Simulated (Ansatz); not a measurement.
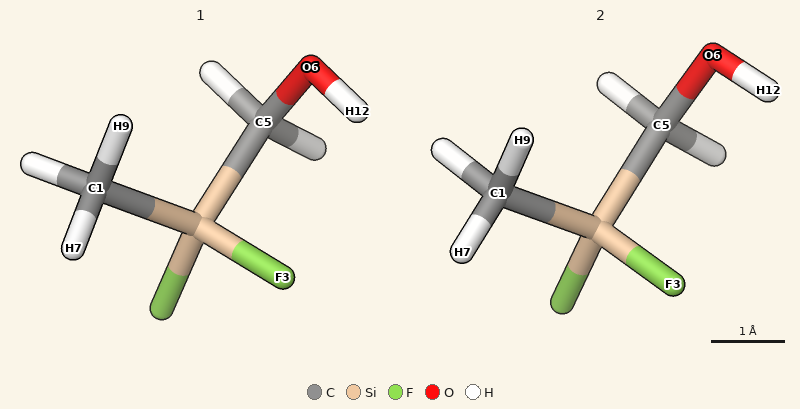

Two geometries of C$_{2}$H$_{6}$F$_{2}$OSi (coarse preliminary run), drawn at one scale. One is the start of a relaxation, the other its converged end. Style: stick. Shown from a free direction.

These are results of Ansatz, RKS PBE-D4/def2-SVP, not measurements. Set-up: force threshold 0.03 eV/Å; at most 200 steps.

> Which of the two is the end point?

Structure 1 is the relaxed one. The start comes from a force field. The atom that moves furthest after the best rigid fit is an H atom (0.35 Å). Largest moves by element: H 0.35 Å, O 0.23 Å, F 0.17 Å, C 0.08 Å, Si 0.07 Å. Some distances before and after: F–Si 1.578 → 1.645 Å, C–Si 1.791 → 1.857 Å, C–H 1.164 → 1.109 Å, C–H 1.068 → 1.118 Å. Among the angles between lasting bonds that change: Si–C–O 117.8° → 107.3°, O–C–H 106.3° → 113.1°, H–C–H 103.3° → 108.2°. After 7 geometry steps the energy has fallen by 43.6 kJ/mol. Largest force component: 2.9 eV/Å at the start, 0.021 eV/Å at the end.
